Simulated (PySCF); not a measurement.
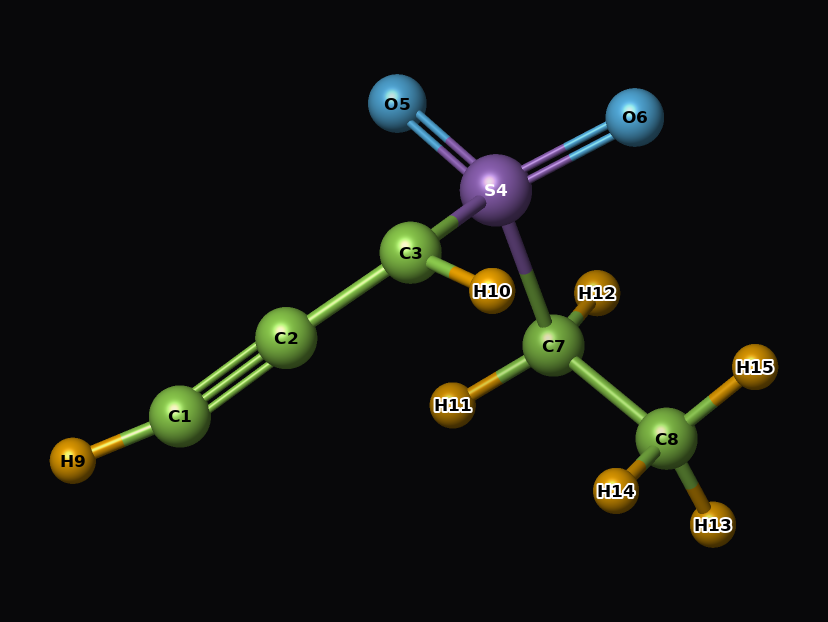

The species has charge −1 and is a spin singlet. Computed geometry: GFN2-xTB optimisation. No frequency run is at hand to confirm it as a minimum. Electric field gradients from the ground-state density, PBE0/pcSseg-1 (PySCF 2.14.0), non-relativistic apart from any core potentials.

Give the largest field-gradient component, the quadrupole coupling constant and the asymmetry for 33S at S4 (Q = −67.81 mb), 17O at O5 (Q = −25.6 mb), 17O at O6 (Q = −25.6 mb).

| atom | V_zz (a.u.) | e²qQ/h (MHz) | η |
| --- | --- | --- | --- |
| S4 | −0.379 | 6.03 | 0.52 |
| O5 | 1.438 | −8.65 | 0.19 |
| O6 | 1.446 | −8.70 | 0.14 |
